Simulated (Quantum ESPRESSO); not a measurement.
**MgS (F-43m): from strain to phonon shift**

Aim: the phonon deformation potentials p and q of MgS (F-43m), tested on a biaxially strained cell.

Program: Quantum ESPRESSO 7.5. Level of theory: DFT LDA, scalar-relativistic, plane waves, PseudoDojo norm-conserving pseudopotentials. Results are calculated unless marked as measured.

## Step 1: The relaxed structure

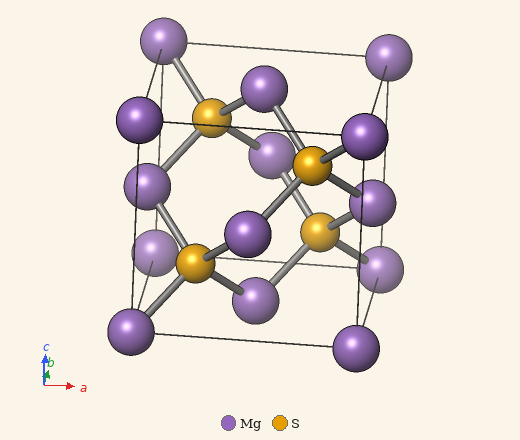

The starting structure, seen slightly off an axis (magnesium purple, sulfur orange). This picture shows the conventional cell, with its axes. Bonds to atoms that aren't drawn are left out. Some periodic images of atoms are drawn too.

As a file:

```xyz
2
Lattice="-2.7982 0.0000 2.7982 0.0000 2.7982 2.7982 -2.7982 2.7982 0.0000" Properties=species:S:1:pos:R:3 pbc="T T T"
Mg    0.0000    0.0000    0.0000
S    -4.1972    4.1972    4.1972
```

This is the cell after its relaxation at this level of theory, not the database cell from which that began.

## Step 2: Uniaxial strain

The relaxed cell is stretched along z alone. This keeps all atoms on sites fixed by symmetry and splits the threefold mode into a singlet, polarised along z, and a doublet. The macroscopic field is left out, so these are transverse modes. Cutoff 92 Ry, k mesh 8×8×8.

From the response at ε_zz = 0.01:

Log:

```text
[banners, grids, parts of the stress and lines that vanish by symmetry left out]
Program PHONON v.7.5
     Reading xml data from directory:

[...]
Exchange-correlation= PW
                           (   1   4   0   0   0   0   0)
[...]
kinetic-energy cut-off    =      92.0000  Ry
     charge density cut-off    =     368.0000  Ry
     convergence threshold     =      1.0E-18
[...]
Exchange-correlation= PW
                           (   1   4   0   0   0   0   0)
[...]
q = (   0.0000000   0.0000000   0.0000000 )
      9 Sym.Ops. (with q -> -q+G )
     G cutoff =  526.5055  (  35645 G-vectors)     FFT grid: ( 45, 45, 45)
     number of k points=    59
[...]
Mode symmetry, D_2d (-42m) point group:
[...]
Representation #   1 mode #   1
[...]
End of self-consistent calculation
     Convergence has been achieved
     Representation #   2 mode #   2
[...]
End of self-consistent calculation
     Convergence has been achieved
     Representation #   3 modes #   3   4
[...]
End of self-consistent calculation
     Convergence has been achieved
     Representation #   4 modes #   5   6
[...]
End of self-consistent calculation
     Convergence has been achieved
[...]
q = (    0.000000000   0.000000000   0.000000000 )
[...]
freq (    1) =       0.124884 [THz] =       4.165671 [cm-1]
     freq (    2) =       0.136376 [THz] =       4.549024 [cm-1]
     freq (    3) =       0.136376 [THz] =       4.549024 [cm-1]
     freq (    4) =      10.107302 [THz] =     337.143303 [cm-1]
     freq (    5) =      10.107302 [THz] =     337.143303 [cm-1]
     freq (    6) =      10.186603 [THz] =     339.788507 [cm-1]
[...]
Mode symmetry, D_2d (-42m) point group:
     freq (   1-   1) =          4.2  [cm-1]   --> B_2  X_3  W_2   I+R
     freq (   2-   3) =          4.5  [cm-1]   --> E    X_5  W_3   I+R
     freq (   4-   5) =        337.1  [cm-1]   --> E    X_5  W_3   I+R
     freq (   6-   6) =        339.8  [cm-1]   --> B_2  X_3  W_2   I+R

   JOB DONE.
```

```
  ε_zz  singlet (cm⁻¹)  doublet (cm⁻¹)  σ_zz (GPa)  σ_xx (GPa)
 -0.01          346.72          349.64      -0.746      -0.561
-0.005          345.06          346.49      -0.370      -0.274
     0          343.36          343.36       0.004       0.004
 0.005          341.59          340.24       0.376       0.274
  0.01          339.79          337.14       0.747       0.535
```

Stress is counted positive in tension.

## Step 3: The fit

To first order ω² − ω₀² = p ε_zz + q (ε_xx + ε_yy) for the mode along z, and likewise for x and y. With ε_zz alone the singlet gives p and the doublet q.

The linear terms of parabolas through ω² are p = -2.02 ω₀² and q = -3.64 ω₀², with ω₀ = 343.4 cm⁻¹. Those of the stresses are C11 = 75 GPa and C12 = 55 GPa. Under hydrostatic strain p and q imply γ = −(p + 2q)/(6 ω₀²) = 1.55.

A layer held to an in-plane strain ε and free along z takes ε_zz = −2 (C12/C11) ε = -1.468 ε. To first order the singlet then shifts by (q − p C12/C11) ε / ω₀ = -741 ε cm⁻¹. For ε = 0.004, ε_zz = -0.00587, the formulas for ω² predict 340.38 cm⁻¹ for the singlet and 343.14 cm⁻¹ for the doublet.

## Step 4: A biaxially strained cell

This run was no part of the fit.

Log:

```text
[banners, grids, parts of the stress and lines that vanish by symmetry left out]
[banner, memory and clock lines left out]
Program PHONON v.7.5

[...]
Exchange-correlation= PW
                           (   1   4   0   0   0   0   0)
[...]
kinetic-energy cut-off    =      92.0000  Ry
     charge density cut-off    =     368.0000  Ry
     convergence threshold     =      1.0E-18
[...]
Exchange-correlation= PW
                           (   1   4   0   0   0   0   0)
[...]
q = (   0.0000000   0.0000000   0.0000000 )
      9 Sym.Ops. (with q -> -q+G )
     G cutoff =  520.3052  (  35365 G-vectors)     FFT grid: ( 45, 45, 45)
     number of k points=    59
[...]
Mode symmetry, D_2d (-42m) point group:
[...]
Representation #   1 mode #   1
[...]
End of self-consistent calculation
     Convergence has been achieved
     Representation #   2 mode #   2
[...]
End of self-consistent calculation
     Convergence has been achieved
     Representation #   3 modes #   3   4
[...]
End of self-consistent calculation
     Convergence has been achieved
     Representation #   4 modes #   5   6
[...]
End of self-consistent calculation
     Convergence has been achieved
[...]
q = (    0.000000000   0.000000000   0.000000000 )
[...]
freq (    1) =       0.134607 [THz] =       4.489992 [cm-1]
     freq (    2) =       0.144409 [THz] =       4.816962 [cm-1]
     freq (    3) =       0.144409 [THz] =       4.816962 [cm-1]
     freq (    4) =      10.203955 [THz] =     340.367318 [cm-1]
     freq (    5) =      10.286010 [THz] =     343.104370 [cm-1]
     freq (    6) =      10.286010 [THz] =     343.104370 [cm-1]
[...]
Mode symmetry, D_2d (-42m) point group:
     freq (   1-   1) =          4.5  [cm-1]   --> B_2  X_3  W_2   I+R
     freq (   2-   3) =          4.8  [cm-1]   --> E    X_5  W_3   I+R
     freq (   4-   4) =        340.4  [cm-1]   --> B_2  X_3  W_2   I+R
     freq (   5-   6) =        343.1  [cm-1]   --> E    X_5  W_3   I+R
```

```csv
mode,predicted (cm⁻¹),run (cm⁻¹)
singlet,340.38,340.37
doublet,343.14,343.10
```

The stress along z is 0.008 GPa and that in the plane 0.199 GPa; the unstrained cell carries 0.004 GPa.

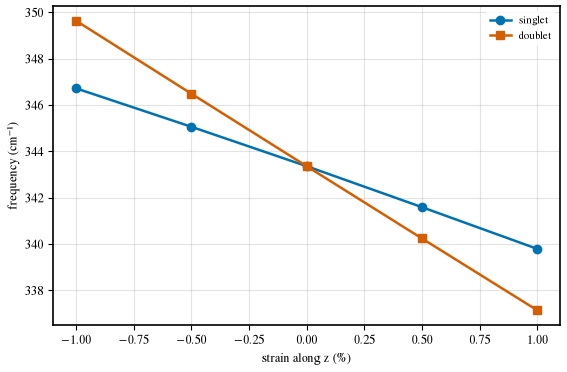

The two components under uniaxial strain.

## Step 5: Summary of results

| Item | Value |
| --- | --- |
| p (in units of the squared frequency) | -2.018 |
| q (same units) | -3.641 |
| shift of the singlet per unit of biaxial strain | -741 cm⁻¹ |
| C11 and C12 | 75 and 55 GPa |

What this shows: To first order, one per cent of tensile biaxial strain moves the singlet of MgS (F-43m) by -7.4 cm⁻¹ and the doublet by -0.5 cm⁻¹; the formulas miss the test run by up to 0.04 cm⁻¹. In backscattering from (001) the mode polarised along z is the one seen in diamond and zinc-blende crystals; in a polar crystal it is the LO mode, whose potentials differ somewhat from these. The third potential, r, needs shear strain and a relaxation of the atoms, which was not run. These are harmonic values at zero temperature.

[Host names and launcher messages were left out of these logs when they were recorded.]

[Logs are printed without paths, hosts, clocks, repeated set-up lines and the standing remarks that a program may print on its own settings, such as how far it seeks lower states.]

[Hosts, paths, dates, database ids (printed as entryN), source tags and the programs' standing remarks are cut or masked in the printed files.]
